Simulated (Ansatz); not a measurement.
# ClH2MoNO2: the cost of one run

The runs use Ansatz 0.2.0, Gaussian basis; the settings change from run to run.

### 1 The geometry

An earlier PBE0-D4 in a triple-zeta def2 set relaxation fixed the geometry. Mo takes a core potential in def2 sets; no spin-orbit term is included.

SMILES `[NH2][Mo](=[O])(=[O])[Cl]`, 7 atoms, charge 0, spin multiplicity 1.

Atoms are counted from 1 here; the program's logs count them from 0.

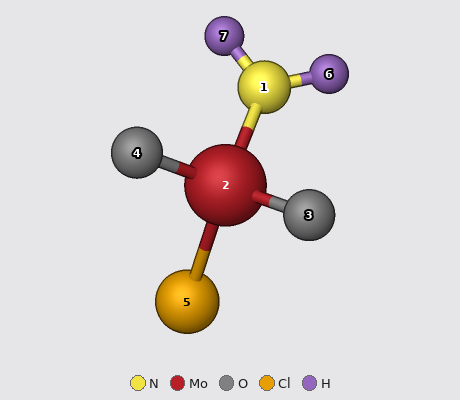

The geometry (nitrogen yellow, molybdenum red, oxygen grey, chlorine amber, hydrogen purple); atoms are numbered from 1 in the order of the file.

### 2 CAM-B3LYP/def2-TZVP

This run has unrestricted orbitals, density fitting with def2-universal-jkfit, D3(BJ) with three-body dispersion.

File in.yaml:

```yaml
crystal:
  periodic: [false, false, false]
  atoms:
    - {symbol: N, position_ang: [-0.673353, 0.700048, 0.674959]}
    - {symbol: Mo, position_ang: [0.430363, -0.478037, -0.351293]}
    - {symbol: O, position_ang: [1.968268, -0.471816, 0.309274]}
    - {symbol: O, position_ang: [-0.232547, -2.013631, -0.287773]}
    - {symbol: Cl, position_ang: [0.523198, 0.223083, -2.504012]}
    - {symbol: H, position_ang: [-0.308361, 1.454775, 1.238211]}
    - {symbol: H, position_ang: [-1.646368, 0.517580, 0.875034]}
basis:
  gaussian: {orbitals: def2-TZVP, fitting: {mean_field: def2-universal-jkfit}}
magnetization: {spin_polarized: true, initial_magnetization: 0}
hamiltonian: {xc: {name: CAM-B3LYP}, dispersion: d3bjatm}
output: {forces: true}
```

Command:

```sh
> ansatz run in.yaml --threads 4 --pin off --events-out ev --progress --plain --max-ram 10444MiB
```

Q: Estimate wall time and peak memory on 4 threads of Arm Neoverse V1, shared host.

About 5.5 s, with a peak of 0.65 GiB.
